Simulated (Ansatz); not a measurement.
# Fields on a plane of ZrC (rock salt)

```xyz
2
Lattice="0.0000 2.3557 2.3557 2.3557 0.0000 2.3557 2.3557 2.3557 0.0000" Properties=species:S:1:pos:R:3 pbc="T T T"
C      0.0000     0.0000     0.0000
Zr     2.3557     2.3557     2.3557
```

The slice is a {100} plane (indices of the conventional cell) through the point (0.500, 0.500, 0.500) (fractional), spanned by u = [100] and v = [0 1 -1] in vectors of this cell: u (3.33 Å) and v (3.33 Å, at 90° to u). It covers one period; positions are fractions (u, v).

Atoms on it: C at (0.50, 0.50); Zr at (0.00, 0.00).

These are r2SCAN (plane waves to 500 eV, PAW, scalar-relativistic; Ansatz, a first-principles code) values and carry that method's errors. k mesh 17×17×17. These are valence fields of a PAW run, semicore shells included where kept as valence: close to a nucleus they are smooth pseudo fields. ZrC is run without spin polarisation. ZrC was relaxed with its symmetry unable to fall.

```
|xxxxx@@@#=.    ...    .=#@@@xxxx|
|xxxxx@@@#=.   ..:..   .=#@@@xxxx|
|xxxx@@@%*-.  .:---:.  .-*%@@@xxx|
|xxx@@@@#=:. .:=+++=:. .:=#@@@@xx|
|@@@@@@%*-...:=+*#*+=:...-*%@@@@@|
|@@@@@%*=:..:=*#%%%#*=:..:=*%@@@@|
|@@@%#*=:..-=*%%@@@%%*=-..:=*#%@@|
|###*=-:.:-=*%@@@@@@@%*=-:.:-=*##|
|==--:...-=*%@@@@@@@@@%*=-...:--=|
|.......-=*%@@@@@@@@@@@%*=-......|
|     .:=*%@@@@%%%%%@@@@%*=:.    |
|    .:=*%@@@@%xxxxx%@@@@%*=:.   |
|   .:=*%@@@@%xxxxxxx%@@@@%*=:.  |
|  .:=+#%@@@%xxxxxxxxx%@@@%#+=:. |
| ..-+*%@@@@%xxxxxxxxx%@@@@%*+-..|
|..:-+#%@@@@%xxxxxxxxx%@@@@%#+-:.|
| ..-+*%@@@@%xxxxxxxxx%@@@@%*+-..|
|  .:=+#%@@@%xxxxxxxxx%@@@%#+=:. |
|   .:=*%@@@@%xxxxxxx%@@@@%*=:.  |
|    .:=*%@@@@%xxxxx%@@@@%*=:.   |
|     .:=*%@@@@%%%%%@@@@%*=:.    |
|.......-=*%@@@@@@@@@@@%*=-......|
|==--:...-=*%@@@@@@@@@%*=-...:--=|
|###*=-:.:-=*%@@@@@@@%*=-:.:-=*##|
|@@@%#*=:..-=*%%@@@%%*=-..:=*#%@@|
|@@@@@%*=:..:=*#%%%#*=:..:=*%@@@@|
|@@@@@@%*-...:=+*#*+=:...-*%@@@@@|
|xxx@@@@#=:. .:=+++=:. .:=#@@@@xx|
|xxxx@@@%*-.  .:---:.  .-*%@@@xxx|
|xxxxx@@@#=.   ..:..   .=#@@@xxxx|
|xxxxx@@@#=.    ...    .=#@@@xxxx|
|xxxxx@@@#=.     .     .=#@@@xxxx|
```
Scale: ten equal steps from 0.09 (start of ' ') to 0.82 (end of '@'), in the order ' .:-=+*#%@'. Values: electron localisation function (ELF). The map has 32 points along u (one character each, u = 0 at the left) and 32 along v (v = 0 in the bottom row). Points within 0.5 Å of a nucleus are blanked (x), as the pseudised field means little there.

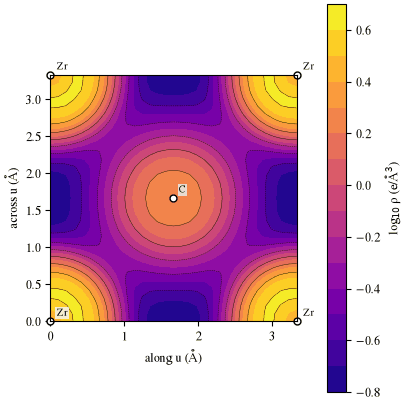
Figure. Log₁₀ of the valence density in e/Å³, one period of the plane, atoms marked. The scale is logarithmic, as a density can span decades between atoms and voids.

| Item | Value |
|---|---|
| Density on the C–Zr line (2.36 Å) at its density minimum, 1.1 Å from C | 0.44 e/Å³ |
| ELF at that point | 0.3 |
